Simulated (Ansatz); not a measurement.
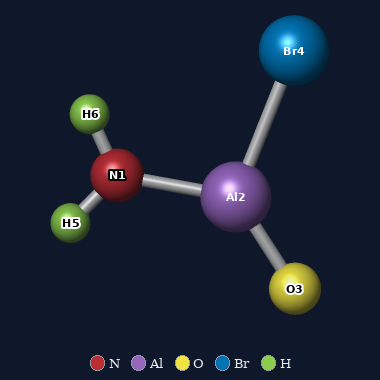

The system is AlBrH₂NO, SMILES [NH2][Al]([O-])[Br], charge −1; the picture shows the reference structure. The first coordinate is: umbrella angle at Al2 (between each of its bonds and their common axis; 90 is planar); the second: change of the bonds Al2–N1, Al2–O3, Al2–Br4, all alike. Nothing is relaxed (all other coordinates rigid). The grid has 13 × 13 points; 100 points were computed and 69 follow by symmetry. Points are written as (first, second). Energies: eV, counted from the lowest grid point. Computed with RKS wB97M-V/def2-SVPD (Ansatz).

Its coordinates:

| atom | x (Å) | y (Å) | z (Å) |
| --- | --- | --- | --- |
| N | -0.1351 | 0.9785 | -0.0505 |
| Al | 0.2846 | -0.7539 | 0.2700 |
| O | 1.2354 | -1.4831 | 1.3950 |
| Br | -0.9437 | -1.8714 | -1.4414 |
| H | 0.2125 | 1.7580 | 0.4921 |
| H | -0.7465 | 1.2876 | -0.7943 |

Range: umbrella angle at Al2 (between each of its bonds and their common axis; 90 is planar) from 66 to 114°; change of the bonds Al2–N1, Al2–O3, Al2–Br4, all alike from −0.214 to 0.331 Å.

> What will the energy surface look like?

The lowest grid point is at (90°, 0.013 Å). No other kind of well shows on this grid. The highest grid point, (66°, −0.214 Å), lies 4.36 eV above the lowest. Round the minimum the two coordinates are nearly uncoupled.

```tsv
second ↓, first →	66	70	74	78	82	86	90	94	98	102	106	110	114
0.331	3.43	3.11	2.85	2.65	2.51	2.42	2.39	2.42	2.51	2.65	2.85	3.11	3.43
0.285	2.99	2.65	2.38	2.16	2.01	1.92	1.89	1.92	2.01	2.16	2.38	2.65	2.99
0.240	2.59	2.23	1.94	1.72	1.56	1.46	1.43	1.46	1.56	1.72	1.94	2.23	2.59
0.195	2.23	1.85	1.54	1.31	1.14	1.04	1.00	1.04	1.14	1.31	1.54	1.85	2.23
0.149	1.92	1.52	1.19	0.94	0.77	0.66	0.63	0.66	0.77	0.94	1.19	1.52	1.92
0.104	1.69	1.26	0.92	0.66	0.47	0.36	0.32	0.36	0.47	0.66	0.92	1.26	1.69
0.058	1.55	1.10	0.73	0.46	0.26	0.14	0.10	0.14	0.26	0.46	0.73	1.10	1.55
0.013	1.52	1.04	0.66	0.37	0.16	0.04	0.00	0.04	0.16	0.37	0.66	1.04	1.52
−0.032	1.64	1.13	0.73	0.42	0.21	0.08	0.03	0.08	0.21	0.42	0.73	1.13	1.64
−0.078	1.94	1.40	0.97	0.65	0.42	0.29	0.24	0.29	0.42	0.65	0.97	1.40	1.94
−0.123	2.45	1.88	1.43	1.09	0.85	0.70	0.66	0.70	0.85	1.09	1.43	1.88	2.45
−0.169	3.25	2.64	2.16	1.80	1.55	1.40	1.35	1.40	1.55	1.80	2.16	2.64	3.25
−0.214	4.36	3.71	3.21	2.83	2.56	2.40	2.35	2.40	2.56	2.83	3.21	3.71	4.36
```

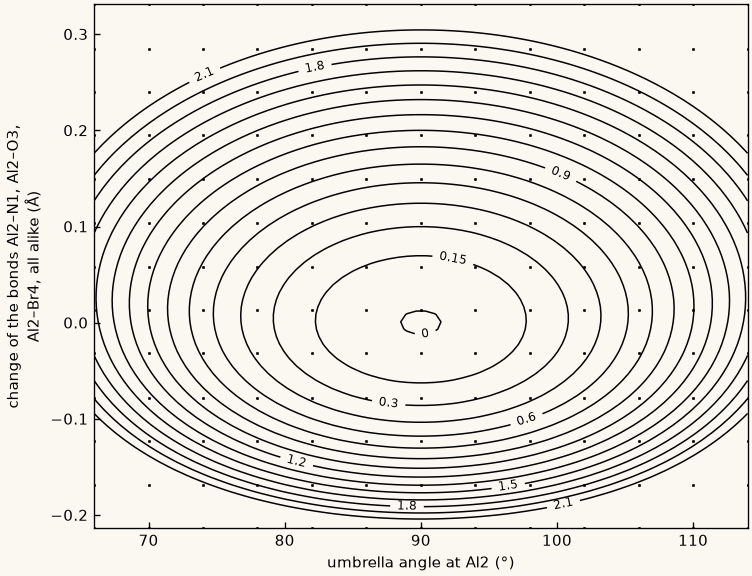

In the figure: contour lines labelled in eV (none above 2.1), dots at the grid points. Between grid points the surface is interpolated.

Time for the 100 points that were run: 21 min on 1 thread of Intel(R) Xeon(R) 6975P-C (Granite Rapids) (shared host).
